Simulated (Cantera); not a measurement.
Charge: 1 mol BN, 1.5 mol F2, 0.57 mol N2, held at 1748.15 K.

Cantera equilibrium calculation (NASA polynomials, part measured and part estimated; ideal gas, pure solids and liquids). Candidate condensed phases: B, BN; 13 gas species. The tables' values for BF2 are old estimates; treat these amounts as uncertain. Kinetics and transport are ignored.

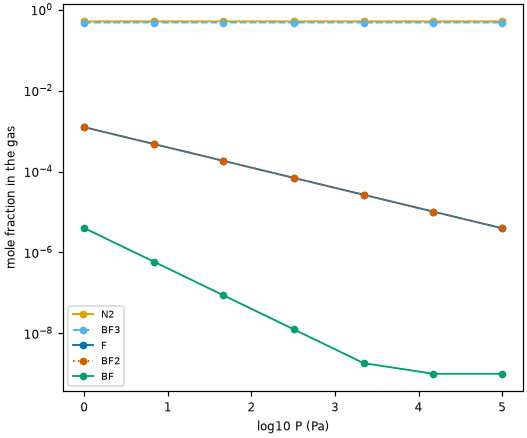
Figure: Equilibrium gas composition (values under 1e-9 drawn at 1e-9)

Problem. Read off the mole fractions at 0.00750 Torr.

Solution. N2 about 0.52, BF3 about 0.48, F about 0.0013, BF2 about 0.0012, BF about 4.0e-6.
